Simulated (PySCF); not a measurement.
BrFH, charge −1, SMILES `[F-].Br`.

Computed with PySCF, BP86/def2-SVPD, geometry: GFN2-xTB. GFN2-xTB bond lengths at metals and heavier atoms can be off by up to 0.1 Å and shapes distorted, which carries into these values.

Coordinates in Å:

```
F1       1.8632   -0.0000    0.0000
Br2     -0.4221    0.0000    0.0000
H3      -1.9950   -0.0005    0.0000
```

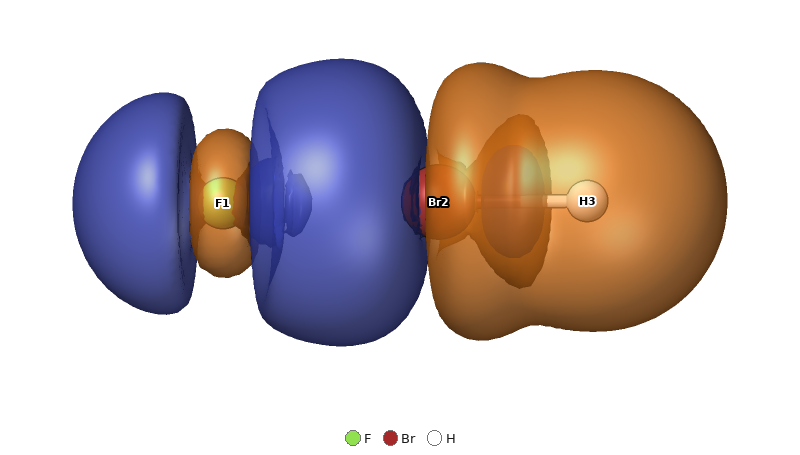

Density of the complex less the densities of the two fragments at the same geometry, ±0.006 e/Å³ (orange: gain, blue: loss). Fragment A: F(−1) (atom 1); fragment B: HBr.

How is the density rearranged on binding?

Answer. Hirshfeld charges show 0.138 e passing from A to B. By Hirshfeld charges, electrons gather most on H3 (−0.192 e) and leave F1 most (+0.138 e); 0.39 e is displaced in all.

What is the interaction energy, and which contacts carry it?

Answer. The counterpoise-corrected interaction energy of the frozen fragments is −18.7 kcal/mol without dispersion correction and −19.2 kcal/mol with D3(BJ). The pair geometry is semi-empirical, not a minimum at this level. Contacts: F1···Br2, 2.29 Å, ρ = 0.053 a.u. The pose is a local one from a semi-empirical search, not shown to be the most stable.
